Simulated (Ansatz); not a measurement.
## Moving the knobs of a GW run on InF3 (R-3c)

A base run on InF3 (R-3c), then changed inputs.

Calculated with Ansatz 0.2.0; G0W0 on LDA, plane waves, PAW.

## Step 1: Set-up

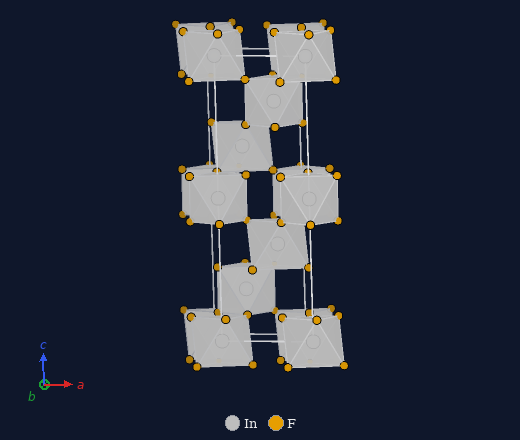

The cell as given, slightly off an axis (indium light grey, fluorine orange). This picture shows the conventional cell, with its axes. Some periodic images of atoms are drawn too.

The cell and positions are those that the Materials Project relaxed with its own functionals (PBE, PBE+U or r2SCAN), kept fixed. The default PAW set here is soft_2. Its files were made with PBE.

## Step 2: The base run: 4×4×4 mesh, 149 empty bands, screening to 69 eV

G0W0 replaces the xc potential by the self-energy, built once from these orbitals. Only a window of levels is corrected, while the sums run over the empty bands that the input names.

The input, input.yaml:

```yaml
crystal:
  lattice:
    - [2.6021411829, 1.5023469124, 4.9075061345]
    - [-2.6021411829, 1.5023469124, 4.9075061345]
    - [0.0, -3.0046938249, 4.9075061345]
  atoms:
    - { symbol: In, position: [0.5, 0.5, 0.5] }
    - { symbol: In, position: [0.0, 0.0, 0.0] }
    - { symbol: F, position: [0.39570922, 0.75, 0.10429078] }
    - { symbol: F, position: [0.75, 0.10429078, 0.39570922] }
    - { symbol: F, position: [0.89570922, 0.60429078, 0.25] }
    - { symbol: F, position: [0.25, 0.89570922, 0.60429078] }
    - { symbol: F, position: [0.60429078, 0.25, 0.89570922] }
    - { symbol: F, position: [0.10429078, 0.39570922, 0.75] }
kpoints:
  mp_grid: { grid: [4, 4, 4] }
hamiltonian:
  xc: lda
scf:
  occupations: { method: fixed }
gw:
  n_empty_bands: 149
  ecut_chi: 69
  qp_bands: [v2, c2]
  qp_kpoints: band_edges
  screening: { model: contour_deformation }
```

The run is started by

```
ansatz run input.yaml --threads 3 --pin off --max-ram 92160MiB --backend cuda --events-out ev --progress --plain --runs-dir out --devices 1 --max-vram 13GiB  # rebuilt from the run's record
```

Numbers of over 12 decimals in the logs are rounded to 6 here.

Output:

```text
GPUs: using 1 of 1 available (devices: 1).
Engine: ansatz 0.2.0, x86_64-unknown-linux-gnu
Pseudopotentials: kind: paw
Pseudopotential: In, paw, valence charge 13, recommended cutoff 420 eV (normal), In.paw.azcp
Pseudopotential: F, paw, valence charge 7, recommended cutoff 420 eV (normal), F.paw.azcp
Functional definition: SPW92
  exchange = slater_x
  correlation = pw_c
device memory: the entry about to start is reckoned to put 2.3 GiB on a device that reports 38.7 GiB free (of which the cap on the GPU budget leaves the run 13.0 GiB)
GPU FFT provider: cuFFT
GPU libraries: cuBLAS 13.8.2, cuFFT 12.4.0, cuSOLVER 12.3.4
Crystal: 8 atoms, lattice volume = 115.110 Å³
Basis set: ecut = 420 eV, 2249 PW (Γ)
Bands: 42, of which v1, the nominal top of the filled ones, is band 34 counted from 1 (33 counted from 0)
Symmetry: 12 space group operations
Space group: R-3c (ITA 167), of the structure as read, at distance tolerance 4.9e-5 Å
k-points: 13 of 64
Non-local potential: In, projectors of the file, l = 0: 2, l = 1: 2, l = 2: 2, l = 3: 2
Non-local potential: F, projectors of the file, l = 0: 2, l = 1: 2, l = 2: 1
PAW form: soft (Blöchl's): semilocal exchange-correlation on the pseudo side does not see the compensation charge
PAW frozen core: In, regenerated for the run's functional, and the local potential with it (the file was generated under x = pbe(κ = 0.804, μ = 0.219515), c = pbe(β = 0.066725))
PAW frozen core: F, regenerated for the run's functional, and the local potential with it (the file was generated under x = pbe(κ = 0.804, μ = 0.219515), c = pbe(β = 0.066725))
PAW one-centre angular grid: In, 590 points (default); XC on 64 Gauss nodes
PAW one-centre angular grid: F, 110 points (default); XC on 64 Gauss nodes
Initial density: superposition of atomic densities (neutral atoms: chi_scale 0, normalization atom), corrected by the library's trained network
Initial wavefunctions: pseudopotential atomic-orbital guess
GPU buffer pool allocated for 64000 grid points (all kernels)
GPU transforms: local potential and band sums: pruned to the plane-wave sphere, on 40×40×40
Functional: x = slater, c = lda
SCF iter   1: F=—  HF=-15679.967437 eV  |F-HF|=—  |Δ(HF+E_count)|=         —  Δρ=2.04e-2  dr2=3.33e-1  ethr=1.77e-3  ⟨swp⟩=4.8  Hψ=1835  notcnv=0  defer=78
preconditioner: auto → Resta (q_TF=auto, 2.499 Å⁻¹)  ε∞=3.6  [insulator: Δε(μ)=3.795 eV  Ē_g=17.765 eV  n_scr=26 (ndim 8)  ℏωp=28.5 eV  f_vac=0.174  ε∞_Penn≈3.6]
SCF iter   2: F=—  HF=-15679.869257 eV  |F-HF|=—  |Δ(HF+E_count)|=   9.82e-2  Δρ=5.03e-3  dr2=1.06e-2  ethr=4.89e-4  ⟨swp⟩=2.2  Hψ=924  notcnv=0  defer=78
SCF iter   3: F=—  HF=-15679.865827 eV  |F-HF|=—  |Δ(HF+E_count)|=   3.43e-3  Δρ=1.92e-3  dr2=2.59e-3  ethr=1.56e-5  ⟨swp⟩=2.0  Hψ=901  notcnv=0  defer=78
[...]
E_local      = -6290.710337  (includes V_loc(G=0)·N_el)
  E_nonlocal   = 1205.933247
  E_hartree    = 2396.048968
  E_xc         = -885.467276
  E_vxc        = -796.771553  (∫ρ·V_xc dr)
  E_paw        = -9172.532044  (= ΣΔE_a)
  E_vpaw       = -1033.855251  (= ΣTr[D̂ρ^β])
  E_aug_tail   = 0.012177  (compensation charges beyond the density's cutoff)
  E_ewald      = -4652.994155
  E_core_change = 1.248583  (= ΣΔE_core)
  E_smearing   = -0.000000  (= −TS)
  E_closure    = 0.000000  (closes the sum)
  Σ components = -15679.865087   (vs F -15679.865087, Δ=0.00e0)
--- Band table (eV; the first three rows and the last of 13) ---
  k-point 0: bands = [... 30 lower, 1.0245, 1.0245, 1.1791, 1.1791, 5.2268, 10.6603, 11.6223, 12.7246, ... 4 higher]
  k-point 1: bands = [... 30 lower, 0.9363, 0.9427, 1.0931, 1.1523, 6.0983, 9.6302, 12.1550, 12.2348, ... 4 higher]
  k-point 2: bands = [... 30 lower, 0.9470, 0.9470, 1.0785, 1.0785, 7.8419, 7.8419, 12.2191, 12.2191, ... 4 higher]
  k-point 12: bands = [... 30 lower, 1.0879, 1.0879, 1.0879, 1.0879, 7.6511, 7.6511, 12.9092, 12.9092, ... 4 higher]
--- G₀W₀: contour deformation, 5 samples at zero and on the imaginary axis and 3 off it, 64 q-points, 149 empty bands' worth ---
  eigenvalues of the whole cell's RPA ε∞ on this k-mesh (on a slab, of 1 + 4πα/V) = 2.4059, 2.4059, 2.4869; static W/v taken at q = 0 is 0.411401
  bands read: the sum over 183 bands ends inside a degenerate multiplet in 3 slots, whose members it reads at an even weight; the widest, k=12: bands 183 to 186 (counted from 1) at 1/4 each
  gw.qp_kpoints: band_edges: 13 of 13 stored k-points solved, in 1 pass; an edge of the gap read off the rows below is read off those points alone
  `?` marks the rows in doubt; gw_qp.tsv's column doubts and the gw_qp event give each row's grounds
    ik  band        ε_KS         Σx   Σc(E_QP)       V_xc       Z   E_QP_lin       E_QP  E_QP is
     0    33      1.1791   -32.3070     6.0453   -24.5867  0.7682    -0.5440    -0.4959  root
     0    34      1.1791   -32.3070     6.0453   -24.5867  0.7682    -0.5440    -0.4959  root
     0    35      5.2268   -11.7178    -3.1732   -16.6205  0.8560     6.9771     6.9562  root
     0    36     10.6603   -15.1560    -4.3538   -22.1692  0.8006    13.4740    13.3197  root ?
     1    33      1.0931   -31.9567     6.1889   -24.0515  0.7644    -0.6762    -0.6233  root
     1    34      1.1523   -32.1187     6.1646   -24.2422  0.7654    -0.6114    -0.5595  root
     1    35      6.0983   -12.8458    -3.1398   -17.8517  0.8483     7.9917     7.9643  root
     1    36      9.6302   -13.8347    -4.0048   -20.2997  0.8206    12.1887    12.0905  root
     2    33      1.0785   -32.0463     6.1474   -24.1894  0.7653    -0.6832    -0.6310  root
[...]
3    36      9.7639   -14.4680    -4.0390   -21.0205  0.8157    12.3879    12.2774  root ?
[...]
6    36      9.3229   -14.9010    -3.8933   -21.2778  0.8184    11.9064    11.8064  root ?
[...]
12    33      1.0879   -32.0289     6.1008   -24.2488  0.7659    -0.6409    -0.5914  root
    12    34      1.0879   -32.0289     6.1008   -24.2488  0.7659    -0.6409    -0.5914  root
    12    35      7.6511   -13.1858    -3.4065   -18.6925  0.8385     9.7985     9.7513  root
    12    36      7.6511   -13.1858    -3.4065   -18.6925  0.8385     9.7985     9.7513  root
[key lines of the parts left out:]
SCF converged after 7 iterations
Free energy (F): -15679.865087 eV
Fermi energy:    1.213487 eV
```

Elapsed: 29 s, on 1 × NVIDIA H100 80GB HBM3 (shared by 6 runs) with 3 threads of AMD EPYC 7R13 (Zen 3), shared host; peak memory 1.2 GiB.

This step gave:

- bands summed: 183
- RPA ε∞ on this mesh (eigenvalues): 2.406, 2.406, 2.487
- plane waves in the screening matrix: 145
- q-points in the mesh: 64
- G0W0 gap on the mesh: 7.371 eV
- k of the valence top: 0, -0.5, -0.5
- k of the conduction bottom: 0, 0, 0
- starting gap on the mesh: 4.013 eV
- Z at the valence top: 0.7811
- Z at the conduction bottom: 0.8560
- least direct G0W0 gap on the computed points: 7.452 eV

The gap on the mesh goes from 4.01 eV to 7.37 eV, a correction of +3.36 eV, though a band edge has moved to another state.

## Step 3: Variant: fewer bands

input.yaml, as its differences from that of step 2:

```diff
@@ -21,4 +21,4 @@
 gw:
-  n_empty_bands: 149
-  ecut_chi: 69
+  n_empty_bands: 87
+  ecut_chi: 140
   qp_bands: [v2, c2]
```

Output:

```text
GPUs: using 1 of 1 available (devices: 1).
[...]
GPU FFT provider: cuFFT
GPU libraries: cuBLAS 13.8.2, cuFFT 12.4.0, cuSOLVER 12.3.4
Crystal: 8 atoms, lattice volume = 115.110 Å³
Basis set: ecut = 420 eV, 2249 PW (Γ)
Bands: 42, of which v1, the nominal top of the filled ones, is band 34 counted from 1 (33 counted from 0)
[... 1 set-up line as in the run before ...]
[...]
k-points: 13 of 64
[...]
GPU buffer pool allocated for 64000 grid points (all kernels)
[...]
SCF iter   1: F=—  HF=-15679.967437 eV  |F-HF|=—  |Δ(HF+E_count)|=         —  Δρ=2.04e-2  dr2=3.33e-1  ethr=1.77e-3  ⟨swp⟩=4.8  Hψ=1835  notcnv=0  defer=78
[...]
SCF iter   7: F=-15679.865087 eV  HF=-15679.865087 eV  |F-HF|=1.18e-9  |Δ(HF+E_count)|=   2.60e-8  Δρ=2.15e-6  dr2=7.16e-9  ethr=1.47e-10  ⟨swp⟩=9.2  Hψ=2180  notcnv=0
SCF 1 converged in 7 iterations: F = -15679.865087 eV  dr2 = 7.16e-9
[...]
NSCF: frozen V_eff on 13 k-points
[...]
G₀W₀ screening: q 1/13
[... further progress lines ...]
[...]
SCF converged after 7 iterations
Free energy (F): -15679.865087 eV
[...]
Internal energy: -15679.865087 eV  (E = F + TS)
E sigma→0 (E₀):  -15679.865087 eV
Fermi energy:    1.213487 eV
[...]
--- Band table (eV; the first three rows and the last of 13) ---
  k-point 0: bands = [... 30 lower, 1.0245, 1.0245, 1.1791, 1.1791, 5.2268, 10.6603, 11.6223, 12.7246, ... 4 higher]
  k-point 1: bands = [... 30 lower, 0.9363, 0.9427, 1.0931, 1.1523, 6.0983, 9.6302, 12.1550, 12.2348, ... 4 higher]
[...]
0    34      1.1791   -32.3070     6.3577   -24.5867  0.7613    -0.2136    -0.1836  root
     0    35      5.2268   -11.7178    -2.8145   -16.6205  0.8523     7.3457     7.3149  root
     0    36     10.6603   -15.1560    -4.0961   -22.1692  0.7952    13.7670    13.5773  root ?
     1    33      1.0931   -31.9567     6.5011   -24.0515  0.7582    -0.3442    -0.3111  root
     1    34      1.1523   -32.1187     6.4805   -24.2422  0.7590    -0.2761    -0.2437  root
     1    35      6.0983   -12.8458    -2.7909   -17.8517  0.8442     8.3526     8.3133  root
     1    36      9.6302   -13.8347    -3.7182   -20.2997  0.8161    12.5057    12.3770  root ?
     2    33      1.0785   -32.0463     6.4587   -24.1894  0.7592    -0.3523    -0.3196  root
     2    34      1.0785   -32.0463     6.4587   -24.1894  0.7592    -0.3523    -0.3196  root
[...]
3    36      9.7639   -14.4680    -3.7609   -21.0205  0.8109    12.6992    12.5555  root ?
[...]
4    36      8.7036   -13.8668    -3.4319   -19.9406  0.8245    11.4456    11.3455  root ?
[...]
5    36      8.8402   -13.8733    -3.4779   -20.0127  0.8235    11.6060    11.5016  root ?
[...]
6    36      9.3229   -14.9010    -3.6029   -21.2778  0.8134    12.2235    12.0968  root ?
[...]
7    36      9.4477   -13.2770    -3.5833   -19.5054  0.8202    12.2033    12.0928  root ?
[...]
8    36      8.8451   -14.0821    -3.4432   -20.1794  0.8216    11.6051    11.4993  root ?
[...]
12    33      1.0879   -32.0289     6.4099   -24.2488  0.7593    -0.3134    -0.2824  root
    12    34      1.0879   -32.0289     6.4099   -24.2488  0.7593    -0.3134    -0.2824  root
    12    35      7.6511   -13.1858    -3.0845   -18.6925  0.8342    10.1383    10.0733  root
    12    36      7.6511   -13.1858    -3.0845   -18.6925  0.8342    10.1383    10.0733  root
```

Wall time 13 s (1 × NVIDIA H100 80GB HBM3 (shared by 6 runs) with 3 threads); peak memory 1.5 GiB.

Against the base:

```csv
setting,base,variant
empty bands,149,87
screening cutoff (eV),69,140
```

```csv
quantity,variant,base
starting gap on the mesh,4.013,4.013
G0W0 gap on the mesh,7.437,7.371
least direct G0W0 gap on the computed points,7.498,7.452
Z at the valence top,0.773,0.781
Z at the conduction bottom,0.852,0.856
```

## Step 4: Variant: norm-conserving files, smooth pair densities

This step: G0W0 on LDA, plane waves, norm-conserving pseudopotentials.

input.yaml, as its differences from that of step 3:

```diff
@@ -18,2 +18,3 @@
   xc: lda
+  pseudopotentials: { kind: nc }
 scf:
@@ -21,4 +22,4 @@
 gw:
-  n_empty_bands: 87
-  ecut_chi: 140
+  n_empty_bands: 187
+  ecut_chi: 80
   qp_bands: [v2, c2]
@@ -26 +27,2 @@
   screening: { model: contour_deformation }
+  pair_densities: pseudo
```

Output:

```text
GPUs: using 1 of 1 available (devices: 1).
[...]
GPU FFT provider: cuFFT
GPU libraries: cuBLAS 13.8.2, cuFFT 12.4.0, cuSOLVER 12.3.4
Crystal: 8 atoms, lattice volume = 115.110 Å³
Basis set: ecut = 1142.878222 eV, 10077 PW (Γ)
Bands: 42, of which v1, the nominal top of the filled ones, is band 34 counted from 1 (33 counted from 0)
[... 1 set-up line as in the run before ...]
[...]
k-points: 13 of 64
[...]
GPU buffer pool allocated for 262144 grid points (all kernels)
[...]
SCF iter   1: F=—  HF=-7628.079218 eV  |F-HF|=—  |Δ(HF+E_count)|=         —  Δρ=1.12e-1  dr2=1.01e1  ethr=3.10e-3  ⟨swp⟩=5.7  Hψ=2198  notcnv=0  defer=78
[...]
SCF iter   8: F=-7623.843372 eV  HF=-7623.843372 eV  |F-HF|=2.58e-8  |Δ(HF+E_count)|=   8.45e-7  Δρ=7.96e-6  dr2=4.75e-8  ethr=1.47e-10  ⟨swp⟩=14.8  Hψ=3138  notcnv=0
SCF 1 converged in 8 iterations: F = -7623.843372 eV  dr2 = 4.75e-8
[...]
G₀W₀ screening: q 1/13
[... further progress lines ...]
[...]
SCF converged after 8 iterations
Free energy (F): -7623.843372 eV
[...]
Internal energy: -7623.843372 eV  (E = F + TS)
E sigma→0 (E₀):  -7623.843372 eV
Fermi energy:    1.372957 eV
[...]
--- Band table (eV; the first three rows and the last of 13) ---
  k-point 0: bands = [... 30 lower, 1.1966, 1.1966, 1.3404, 1.3404, 5.3700, 10.7723, 11.7851, 12.8750, ... 4 higher]
  k-point 1: bands = [... 30 lower, 1.0968, 1.1002, 1.2622, 1.3189, 6.2376, 9.7518, 12.3131, 12.3952, ... 4 higher]
  k-point 2: bands = [... 30 lower, 1.1152, 1.1152, 1.2458, 1.2458, 7.9728, 7.9728, 12.3840, 12.3840, ... 4 higher]
  k-point 12: bands = [... 30 lower, 1.2542, 1.2542, 1.2542, 1.2542, 7.7855, 7.7855, 13.0685, 13.0685, ... 4 higher]
[...]
0    33      1.3404   -30.5565     6.0942   -22.6294  0.7673    -0.5518    -0.4925  root
     0    34      1.3404   -30.5565     6.0942   -22.6294  0.7673    -0.5518    -0.4925  root
     0    35      5.3700   -10.0332    -3.1662   -14.3481  0.8527     6.5271     6.5186  root
     0    36     10.7723   -12.8652    -4.2567   -19.0699  0.7978    12.7963    12.7202  root
     1    33      1.2622   -30.5521     6.2239   -22.4094  0.7646    -0.7247    -0.6567  root
     1    34      1.3189   -30.6045     6.1904   -22.5209  0.7656    -0.6394    -0.5744  root
     1    35      6.2376   -11.0749    -3.1182   -15.4560  0.8451     7.5119     7.5005  root
     1    36      9.7518   -11.7958    -3.9036   -17.4551  0.8173    11.5528    11.5073  root
[...]
12    33      1.2542   -30.5014     6.1269   -22.5124  0.7659    -0.6704    -0.6079  root
    12    34      1.2542   -30.5014     6.1269   -22.5124  0.7659    -0.6704    -0.6079  root
    12    35      7.7855   -11.3915    -3.3566   -16.2339  0.8355     9.2922     9.2711  root
    12    36      7.7855   -11.3915    -3.3566   -16.2339  0.8355     9.2922     9.2711  root
```

Wall time 28 s (1 × NVIDIA H100 80GB HBM3 (shared by 6 runs) with 3 threads); peak memory 1.7 GiB.

The G0W0 gap on the mesh is 6.690 eV.

Against the base:

```csv
setting,base,variant
files,default PAW,norm-conserving
empty bands,149,187
screening cutoff (eV),69,80
pair densities,-,pseudo
```

```csv
quantity,variant,base
starting gap on the mesh,3.997,4.013
G0W0 gap on the mesh,6.690,7.371
least direct G0W0 gap on the computed points,7.011,7.452
Z at the valence top,0.779,0.781
Z at the conduction bottom,0.853,0.856
```

## Step 5: Outcome

```
base                                         : 7.37 eV, 29 s
fewer bands                                  : 7.44 eV, 13 s
norm-conserving files, smooth pair densities : 6.69 eV, 28 s
```

Fewer bands: the gap moves by +0.07 eV and the time by a factor of 0.44; such settings are too crude to quote. The variant differs from the base in empty bands and screening cutoff together, so the change can't be laid to one of them. Norm-conserving files, smooth pair densities: the gap moves by −0.68 eV (the plane-wave cutoff goes from 420 to 1142.88 eV). The variant differs from the base in files, empty bands, screening cutoff and pair densities together, so the change can't be laid to one of them. All runs here use a coarse mesh and modest cutoffs; they test settings and are not final values. The many-body steps are scalar-relativistic: spin-orbit coupling is not in them.

[Paths, hosts, dates, memory and timing lines, banners, echoed tables and standing remarks are left out of the program output.]

[Logs are printed without paths, hosts, clocks, repeated set-up lines and the standing remarks that a program may print on its own settings, such as how far it seeks lower states.]

[Runs of the session that timed out or met a known fault of the program may be left out.]

[Cells called generated may have been cut or substituted from an entry of the Crystallography Open Database or the Materials Project.]

[Hosts, paths, dates, database ids (printed as entryN), source tags and the programs' standing remarks are cut or masked in the printed files.]
